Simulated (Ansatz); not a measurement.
# wB97X/def2-SVP run of C3H2ClF (SMILES FC1=CC1Cl)

Aim: the electronic atomisation energy of C3H2ClF at wB97X/def2-SVP, from 5 runs. 

The results are computed with Ansatz 0.2.0.

70 further runs of the same task are left out: 70 set aside as unsound or not needed. Runs told in other sessions of the task aren't counted.

### 1 The molecule

The species is C3H2ClF (7 atoms), meant as a singlet with charge 0. SMILES: `FC1=CC1Cl`. The shape is that of a PBE0-D4/def2-TZVP optimisation.

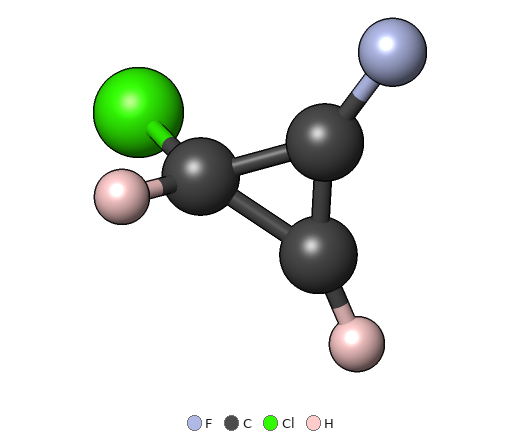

Viewed from a chosen angle; fluorine light blue, carbon dark grey, chlorine green, hydrogen pink.

### 2 The energy at wB97X/def2-SVP

Contents of input.yaml:

```yaml
crystal:
  periodic: [false, false, false]
  atoms:
    - symbol: F
      position_ang: [0.416000, -2.094500, -0.334400]
    - symbol: C
      position_ang: [0.254800, -0.851400, 0.006900]
    - symbol: C
      position_ang: [0.154700, 0.033300, 0.937200]
    - symbol: C
      position_ang: [0.000700, 0.474100, -0.491600]
    - symbol: Cl
      position_ang: [-1.623600, 0.912000, -1.122900]
    - symbol: H
      position_ang: [0.123900, 0.365700, 1.959300]
    - symbol: H
      position_ang: [0.734800, 1.092800, -1.000200]
basis:
  gaussian: {orbitals: def2-SVP}
hamiltonian: {xc: {name: wB97X}}
accuracy: high
output: {orbitals: {seedname: orbitals}}
```

Run with:

```console
$ ansatz run input.yaml --threads 1 --pin off --max-ram 2610MiB --events-out events.jsonl --progress --plain --runs-dir runs
```

Log:

```text
Warning: RAYON_NUM_THREADS=1 ignored (pool sized by the plan → 1); use --threads N
Functional definition: wB97X
  name "wB97X"
  parameter omega = 0.3/bohr
  parameter cx = 0.157706
  parameter cx1 = 0.726479
  parameter cx2 = 1.04760
  parameter cx3 = -5.70635
  parameter cx4 = 13.2794
  parameter css1 = -4.33879
  parameter css2 = 18.2308
  parameter css3 = -31.7430
  parameter css4 = 17.2901
  parameter cos1 = 2.37031
  parameter cos2 = -11.3995
  parameter cos3 = 6.58405
  parameter cos4 = -3.78132
  exchange = spin_sum(e_x_unif_sr(omega)*poly(b97_u_x, 1 - cx, cx1, cx2, cx3, cx4)) + cx*exact_x_sr(omega)
      + exact_x_lr(omega)
  correlation = spin_sum(e_c_pw_same_spin*poly(b97_u_same, 1, css1, css2, css3, css4))
      + integral(e_c_pw_opposite_spin*poly(b97_u_opposite, 1, cos1, cos2, cos3, cos4))
1846 factors; integrals over basis functions are off by at most 3.8e-9 eV
303 factors; integrals over basis functions are off by at most 2.3e-9 eV
mean field evaluation 1: about -18368.6819 eV, gradient 2.6e1 eV
mean field evaluation 2: about -18369.5526 eV, gradient 1.7e1 eV
mean field evaluation 4: about -18370.1679 eV, gradient 1.1e0 eV
mean field evaluation 8: about -18370.3209 eV, gradient 1.5e-1 eV
mean field evaluation 16: about -18370.3210 eV, gradient 9.1e-5 eV
mean field -18370.32099124 eV, -675.0968445772 hartree, gradient 3.2e-8 eV, S^2 0.000000; 0 other end points of the search recorded, 0 dependent functions left out
reference -18370.32098919 eV, -675.0968445018 hartree; 23, 23 occupied and 61, 61 virtual orbitals, 1846 factors
Total energy: -18370.32098919 eV, -675.0968445018 hartree
```

It took 11 s on 1 thread of Intel Xeon 6975P-C (Granite Rapids), shared host; peak memory 0.46 GiB.

### 3 The C atom, same level

Contents of run.yaml:

```yaml
crystal:
  periodic: [false, false, false]
  atoms:
    - {symbol: C, position_ang: [0.000000, 0.000000, 0.000000]}
basis:
  gaussian: {orbitals: def2-SVP}
magnetization: {spin_polarized: true, initial_magnetization: 2}
hamiltonian: {xc: {name: wB97X}}
accuracy: high
```

Run the same way, it converges to -37.80174 Eh (log not shown).

### 4 The Cl atom at the same level

Contents of in.yaml:

```yaml
crystal:
  periodic: [false, false, false]
  atoms:
    - symbol: Cl
      position_ang: [0.000000, 0.000000, 0.000000]
basis:
  gaussian:
    orbitals: def2-SVP
magnetization:
  spin_polarized: true
  initial_magnetization: 1
hamiltonian:
  xc: {name: wB97X}
accuracy: high
```

Run the same way, it converges to -459.99022 Eh (log not shown).

### 5 The F atom

Contents of molecule.yaml:

```yaml
crystal:
  periodic: [false, false, false]
  atoms:
    - symbol: F
      position_ang: [0.000000, 0.000000, 0.000000]
basis:
  gaussian: {orbitals: def2-SVP}
accuracy: high
hamiltonian: {xc: {name: wB97X}}
magnetization: {spin_polarized: true, initial_magnetization: 1}
```

Run the same way, it converges to -99.61884 Eh (log not shown).

### 6 The H atom at the same level

Contents of in.yaml:

```yaml
crystal:
  periodic: [false, false, false]
  atoms:
    - {symbol: H, position_ang: [0.000000, 0.000000, 0.000000]}
basis:
  gaussian: {orbitals: def2-SVP}
magnetization: {spin_polarized: true, initial_magnetization: 1}
hamiltonian: {xc: {name: wB97X}}
accuracy: high
```

Run with:

```console
$ ansatz run in.yaml --threads 1 --pin off --max-ram 2610MiB --events-out events.jsonl --progress --plain --runs-dir runs
```

Log (excerpt; [...] marks lines left out):

```text
Warning: RAYON_NUM_THREADS=1 ignored (pool sized by the plan → 1); use --threads N
[... 2 set-up lines as earlier in the session ...]
[...]
      + exact_x_lr(omega)
[...]
      + integral(e_c_pw_opposite_spin*poly(b97_u_opposite, 1, cos1, cos2, cos3, cos4))
15 factors; integrals over basis functions are off by at most 8.9e-10 eV
15 factors; integrals over basis functions are off by at most 7.0e-10 eV
[...]
mean field -13.62211750 eV, -0.5006035846 hartree, gradient 3.3e-9 eV, S^2 0.750000; 0 other end points of the search recorded, 0 dependent functions left out
reference -13.62211771 eV, -0.5006035924 hartree; 1, 0 occupied and 4, 5 virtual orbitals, 15 factors
Total energy: -13.62211771 eV, -0.5006035924 hartree
```

It took 0.24 s on 1 thread of Intel Xeon 6975P-C (Granite Rapids), shared host.

### 7 Results

At wB97X/def2-SVP:

```
                     quantity          value
       molecule: total energy  -675.09684 Eh
        molecule: HOMO energy      -10.38 eV
        molecule: LUMO energy        2.40 eV
      molecule: HOMO–LUMO gap       12.78 eV
         C atom: total energy   -37.80174 Eh
                 C atom: ⟨S²⟩          2.005
        Cl atom: total energy  -459.99022 Eh
                Cl atom: ⟨S²⟩          0.752
         F atom: total energy   -99.61884 Eh
                 F atom: ⟨S²⟩          0.751
         H atom: total energy    -0.50060 Eh
                 H atom: ⟨S²⟩          0.750
electronic atomisation energy      29.425 eV
```

What this shows: Taking the molecule apart into free atoms costs 29.43 eV (2839 kJ/mol), before zero-point energy and without spin-orbit coupling.
